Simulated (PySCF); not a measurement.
## Run report: C3H7ClOSi, excited-state calculation

The run: excited-state calculation of C3H7ClOSi. Method and program: TDDFT wB97X-D/def2-SVPD, vertical, gas phase, core orbitals frozen in the response (PySCF 2.14.0).

The geometry comes from this level: GFN2-xTB. It belongs to a series of runs on one base structure; here: constitutional isomer.

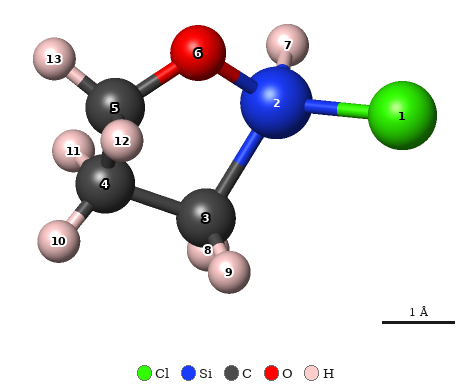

The structure (ball-and-stick view, seen at a tilt; atoms are numbered from 1 in the order of the input). Bond lengths as drawn: Cl–Si 2.01 Å, C–C 1.53 Å, C–H 1.09 to 1.10 Å, C–O 1.41 Å, C–Si 1.90 Å, H–Si 1.46 Å and O–Si 1.63 Å.

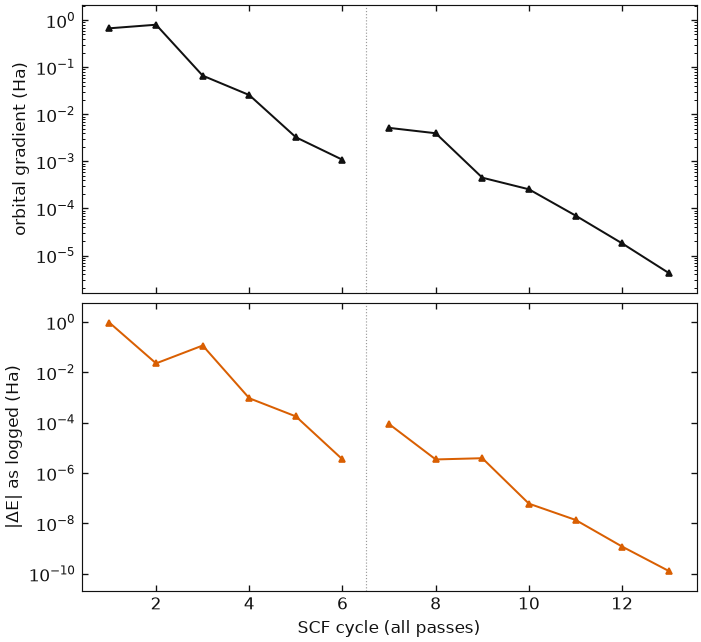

Convergence of the self-consistent field: orbital gradient and size of the energy change against the SCF cycle. The dotted line marks the change from a coarse to the final integration grid. The first 6 cycles use a coarse grid, the final grid takes over at cycle 7, and the field converges after 13 cycles in all.

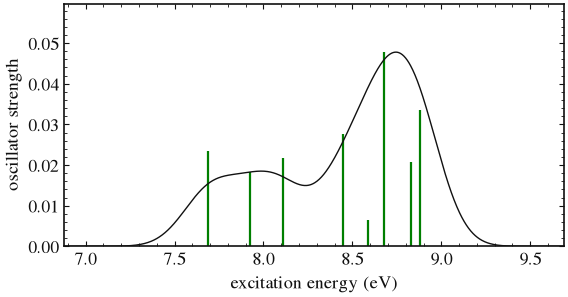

Computed excitations as sticks (degenerate states added up, dark ones marked on the axis), with a Gaussian envelope of 0.35 eV full width at half maximum, scaled to the tallest. Of the 8 states the lowest lies at 7.69 eV (f = 0.024); the strongest line is at 8.68 eV, or 143 nm (f = 0.048).

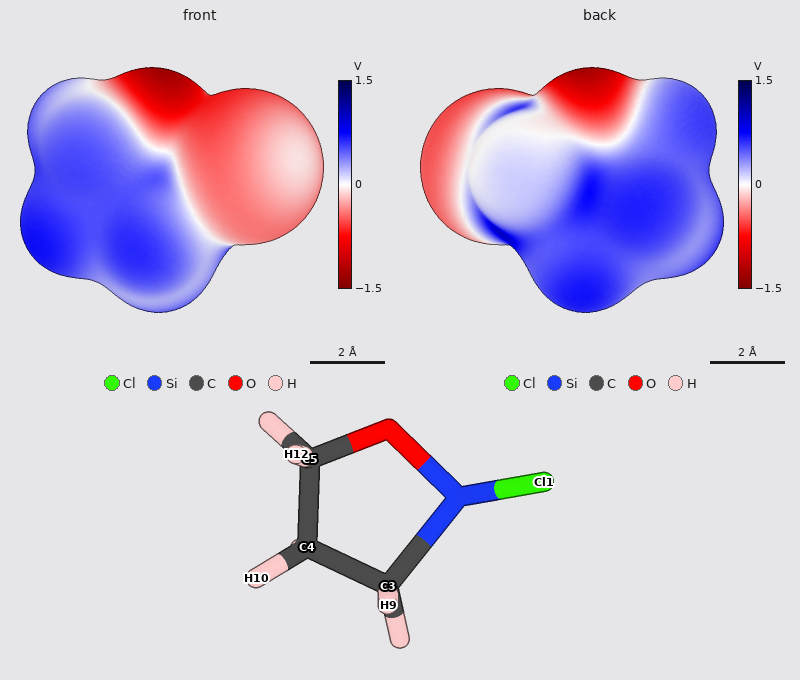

The electrostatic potential painted on the density surface at 0.001 e/bohr³, seen at a tilt and from behind; red is negative and blue positive. The bare structure is drawn below in the same view.

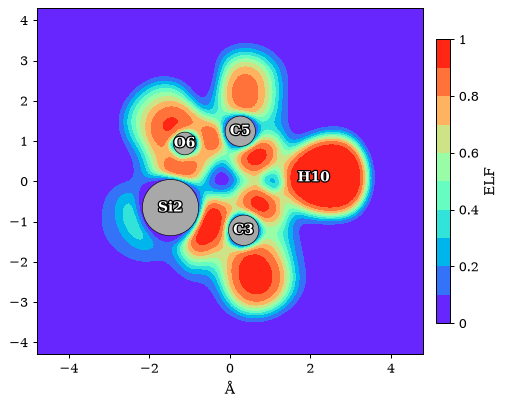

ELF on the plane of atoms Si2, O6 and C5. Grey discs, where drawn, cover atomic cores.

The input and output of the run follow.

### Input file
```
{"job": {"kind": "uv", "xc": "wB97X-D", "basis": "def2-SVPD", "nstates": 8, "ntriplets": 3}, "charge": 0, "multiplicity": 1}
Cl     3.069452     0.596452     0.736674
Si     1.258171    -0.256939     0.846406
C     -0.223961     0.925993     0.671867
C     -1.138197     0.106362    -0.240372
C     -0.236579    -0.672577    -1.201901
O      0.932787    -1.080699    -0.523867
H      1.208197    -1.168777     1.979476
H     -0.729303     1.192116     1.595781
H      0.067426     1.855710     0.180666
H     -1.846427     0.723982    -0.792387
H     -1.699747    -0.607257     0.364777
H      0.063489    -0.045492    -2.048087
H     -0.729696    -1.568386    -1.586761
```

The first line tells a small driver script what to run in PySCF; the rest is the geometry in Å.

Launched with:
```bash
OMP_NUM_THREADS=1 python <driver script> task.json out
```

### Log
```
coarse grid: 11936 points
cycle   1  E = -942.8882537847  dE =  9.470e-01  |g| = 6.757e-01  |ddm| = 4.763e+00
cycle   2  E = -942.8653213501  dE =  2.293e-02  |g| = 8.050e-01  |ddm| = 1.775e+00
cycle   3  E = -942.9826789805  dE = -1.174e-01  |g| = 6.659e-02  |ddm| = 8.101e-01
cycle   4  E = -942.9836221033  dE = -9.431e-04  |g| = 2.574e-02  |ddm| = 1.408e-01
cycle   5  E = -942.9838009984  dE = -1.789e-04  |g| = 3.264e-03  |ddm| = 5.320e-02
cycle   6  E = -942.9838044945  dE = -3.496e-06  |g| = 1.084e-03  |ddm| = 1.010e-02
final grid: 106112 points
cycle   7  E = -943.1096552931  dE = -8.852e-05  |g| = 5.167e-03  |ddm| = 1.187e-01
cycle   8  E = -943.1096587811  dE = -3.488e-06  |g| = 3.973e-03  |ddm| = 1.715e-02
cycle   9  E = -943.1096626861  dE = -3.905e-06  |g| = 4.513e-04  |ddm| = 6.026e-03
cycle  10  E = -943.1096627471  dE = -6.104e-08  |g| = 2.558e-04  |ddm| = 1.345e-03
cycle  11  E = -943.1096627609  dE = -1.380e-08  |g| = 7.075e-05  |ddm| = 4.276e-04
cycle  12  E = -943.1096627621  dE = -1.203e-09  |g| = 1.813e-05  |ddm| = 1.259e-04
cycle  13  E = -943.1096627623  dE = -1.291e-10  |g| = 4.258e-06  |ddm| = 5.670e-05
converged SCF energy = -943.1096627623

Static polarisability (au): isotropic 72.510, principal 65.476 66.754 85.298

Singlet excitations
state   eV       nm        f      main configurations
  1   7.6885    161.3   0.02357   H->L 0.44, H->L+1 0.32, H->L+2 0.12
  2   7.9224    156.5   0.01818   H->L+2 0.72, H->L 0.09
  3   8.1122    152.8   0.02162   H->L 0.34, H->L+1 0.31, H-1->L+1 0.12
  4   8.4467    146.8   0.02760   H-1->L 0.61, H->L+1 0.13, H-1->L+1 0.08
  5   8.5865    144.4   0.00650   H-1->L+2 0.76
  6   8.6792    142.9   0.04778   H-1->L+1 0.37, H-2->L+1 0.13, H->L+3 0.11
  7   8.8310    140.4   0.02085   H-2->L 0.31, H->L+3 0.28, H-2->L+1 0.18
  8   8.8795    139.6   0.03352   H->L+3 0.45, H-1->L+1 0.13, H->L+4 0.08

Triplet excitations (Tamm-Dancoff, eV): 7.3456 7.5766 7.8908
```

### Summary

| quantity | value |
| --- | --- |
| outcome | converged |
| total energy | −943.109663 hartree |
| HOMO | −9.95 eV |
| LUMO | 2.13 eV |
| dipole moment | 2.54 D |
| mean polarisability | 72.51 a.u. |
| lowest singlet excitation | 7.69 eV |
| hardware | 1 CPU thread, shared host |
| wall time | 36 s |
| peak memory | 0.82 GiB |
